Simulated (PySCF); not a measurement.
**C2H8N2 (1,1-dimethylhydrazine) at 6 levels**

Wanted: a comparison of 6 runs (HF/STO-3G, B2PLYP/6-31G*, B3LYP/6-31G*, M06-L/6-31G*, wB97M-V/6-31G*, SCS-MP2/6-31G*) of C2H8N2 (1,1-dimethylhydrazine). Input form: a Python script.

The results are computed with PySCF 2.14.0.

2 further runs of the same task are left out: 2 set aside as unsound or not needed.

### 1 The molecule

C2H8N2: 12 atoms, total charge 0, spin state singlet. SMILES: `CN(C)N`. The C1–H5 distance was set to 2.406 Å, away from the relaxed value. At this shape a bond of the SMILES string is far longer than usual.

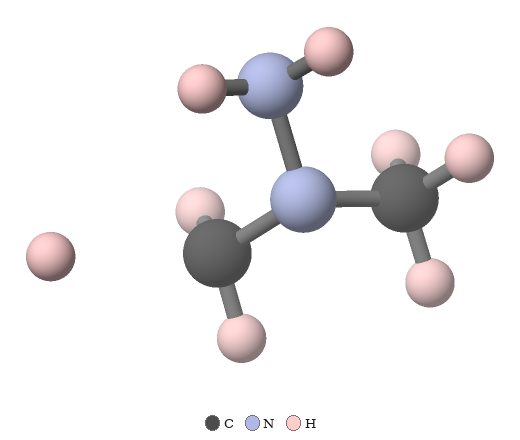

The structure, seen from a chosen angle (carbon dark grey, nitrogen light blue, hydrogen pink).

### 2 The energy at HF/STO-3G (run 1)

input.py reads:

```python
from pyscf import gto

mol = gto.M(
    atom=[
    ('C', (0.061083, 1.117081, 0.567322)),
    ('N', (0.865173, -0.062089, 0.791132)),
    ('C', (1.557183, 0.032871, 2.055842)),
    ('N', (-0.050687, -1.183119, 0.895062)),
    ('H', (-1.058670, 0.950230, -1.555230)),
    ('H', (-0.699737, 1.261411, 1.352072)),
    ('H', (0.714403, 1.990371, 0.533632)),
    ('H', (2.221343, 0.898301, 2.032202)),
    ('H', (2.171933, -0.858149, 2.209792)),
    ('H', (0.863783, 0.128921, 2.907552)),
    ('H', (-0.470857, -1.269399, -0.027668)),
    ('H', (0.543663, -2.005299, 0.973792)),
],
    charge=0,
    verbose=3,
    basis='sto-3g',
    max_memory=1860,
)

myscf = mol.RHF()
myscf.conv_tol = 1e-10
myscf.kernel()
if not myscf.converged:
    myscf = myscf.newton().run(myscf.mo_coeff, myscf.mo_occ)

etot = myscf.e_tot
print('E(%s) = %.9f' % ('HF', etot))
```

Launch:

```
$ OMP_NUM_THREADS=1 python input.py
```

The log of the run:

```text
converged SCF energy = -186.585834329345
E(HF) = -186.585834329
```

It took 1.3 s on 1 thread of Arm Neoverse N1, shared host; peak memory 0.12 GiB.

### 3 A single-point energy at B2PLYP/6-31G(d) (spherical functions) (run 2)

job.py reads:

```python
from pyscf import gto, dft, mp

mol = gto.Mole()
mol.atom = '''
C      0.115430     2.110977     1.072083
N      1.634940    -0.117331     1.495023
C      2.942649     0.062117     3.884978
N     -0.095785    -2.235771     1.691422
H     -2.000596     1.795674    -2.938959
H     -1.322311     2.383721     2.555046
H      1.350026     3.761256     1.008418
H      4.197730     1.697543     3.840305
H      4.104359    -1.621667     4.175902
H      1.632313     0.243625     5.494477
H     -0.889791    -2.398816    -0.052285
H      1.027374    -3.789466     1.840200
'''
mol.spin = 0
mol.basis = '6-31g*'
mol.unit = 'bohr'
mol.verbose = 4
mol.max_memory = 1860
mol.build()

mf = dft.RKS(mol)
mf.xc = '0.53*HF + 0.47*B88, 0.73*LYP'
mf.conv_tol = 1e-10
mf.grids.level = 5
mf.kernel()
if not mf.converged:
    mf = mf.newton().run(mf.mo_coeff, mf.mo_occ)

pt = mp.MP2(mf, frozen=4).run()
e_tot = mf.e_tot + 0.27 * pt.e_corr
print('PT2 part  %.8f' % (0.27 * pt.e_corr))
print('E = %.10f Eh' % e_tot)
```

Launch:

```
$ OMP_NUM_THREADS=1 python job.py
```

The log of the run:

```text
PySCF version 2.14.0

[... 86 lines left out ...]
converged SCF energy = -189.860710582913
[... 1 line left out ...]
******** <class 'pyscf.mp.mp2.RMP2'> ********
nocc = 13, nmo = 68
frozen orbitals 4
E(RMP2) = -190.63434932656  E_corr = -0.773638743647349
E(SCS-RMP2) = -190.632897621375  E_corr = -0.772187038461651
E_corr(same-spin) = -0.180207062209808
E_corr(oppo-spin) = -0.593431681437541
PT2 part  -0.20888246
E = -190.0695930437 Eh
```

It took 34 s on 1 thread of Arm Neoverse N1, shared host; peak memory 0.37 GiB.

Runs 3 to 5 aren't shown in full; the table further down has their settings and results.

### 4 A single-point energy at SCS-MP2/6-31G(d) (spherical functions) (run 6)

input.py reads:

```python
from pyscf import gto, mp

mol = gto.M(
    atom='''
C    0.061083   1.117081   0.567322
N    0.865173  -0.062089   0.791132
C    1.557183   0.032871   2.055842
N   -0.050687  -1.183119   0.895062
H   -1.058670   0.950230  -1.555230
H   -0.699737   1.261411   1.352072
H    0.714403   1.990371   0.533632
H    2.221343   0.898301   2.032202
H    2.171933  -0.858149   2.209792
H    0.863783   0.128921   2.907552
H   -0.470857  -1.269399  -0.027668
H    0.543663  -2.005299   0.973792
''',
    basis='6-31g*',
    spin=0,
    max_memory=1860,
    verbose=3,
)

mf = mol.RHF()
mf.conv_tol = 1e-10
mf.kernel()
if not mf.converged:
    mf = mf.newton().run(mf.mo_coeff, mf.mo_occ)

pt = mp.MP2(mf, frozen=4).run()
etot = mf.e_tot + 1.2 * pt.e_corr_os + pt.e_corr_ss / 3
print('E = %.10f Eh' % etot)
```

Launch:

```
$ OMP_NUM_THREADS=1 python input.py
```

The log of the run:

```text
converged SCF energy = -189.02038732271
E(RMP2) = -189.634820371848  E_corr = -0.614433049138069
E(SCS-RMP2) = -189.632151197409  E_corr = -0.611763874699039
E = -189.6321511974 Eh
```

Run time: 2.5 s. Hardware: 1 thread of Arm Neoverse N1, shared host; peak memory 0.16 GiB.

### 5 The series

| run | level | frozen core orbitals | integration grid | energy (Eh) | dipole moment (D) of the reference | HOMO energy (eV) | LUMO energy (eV) | wall time |
| --- | --- | --- | --- | --- | --- | --- | --- | --- |
| 1 | HF/STO-3G | – | – | -186.585834 | 1.25 | -5.93 | 3.35 | 1.3 s |
| 2 | B2PLYP/6-31G* (spherical functions) | 4 | 5 | -190.069593 | 2.58 | -6.87 | -1.24 | 34 s |
| 3 | B3LYP/6-31G* (spherical functions) | – | 5 | -190.306817 | 2.62 | -5.58 | -2.61 | 35 s |
| 4 | M06-L/6-31G* (spherical functions) | – | 5 | -190.273441 | 2.81 | -4.86 | -3.20 | 68 s |
| 5 | wB97M-V/6-31G* (spherical functions) | – | 5 | -190.190650 | 2.39 | -7.86 | -0.44 | 3.5 min |
| 6 | SCS-MP2/6-31G* (spherical functions) | 4 | – | -189.632151 | 2.92 | -8.43 | 0.96 | 2.5 s |

### 6 What came out

```
                                          quantity          value
                               run 6: total energy  -189.63215 Eh
       run 6: dipole moment (Hartree–Fock density)         2.92 D
        run 6: HOMO energy (Hartree–Fock orbitals)       -8.43 eV
        run 6: LUMO energy (Hartree–Fock orbitals)        0.96 eV
      run 6: HOMO–LUMO gap (Hartree–Fock orbitals)        9.39 eV
run 6: correlation energy (4 core orbitals frozen)     -611.8 mEh
```

What this shows: Over runs 1, 2, 3, 4, 5 the dipole moment (its size) runs from 1.25 D (HF/STO-3G) to 2.81 D (M06-L/6-31G*). The two ends differ in method and basis. Over runs 1, 2, 3, 4, 5 the HOMO–LUMO gap runs from 1.66 eV (M06-L/6-31G*) to 9.28 eV (HF/STO-3G). Totals of different functionals can't be ranked against each other. In run 1 the basis is minimal, so the values are rough. In runs 1, 2, 3, 4, 5, 6 a closed-shell determinant meets a far-stretched bond, which it describes badly. All runs together took 5.9 min, the longest 3.5 min.
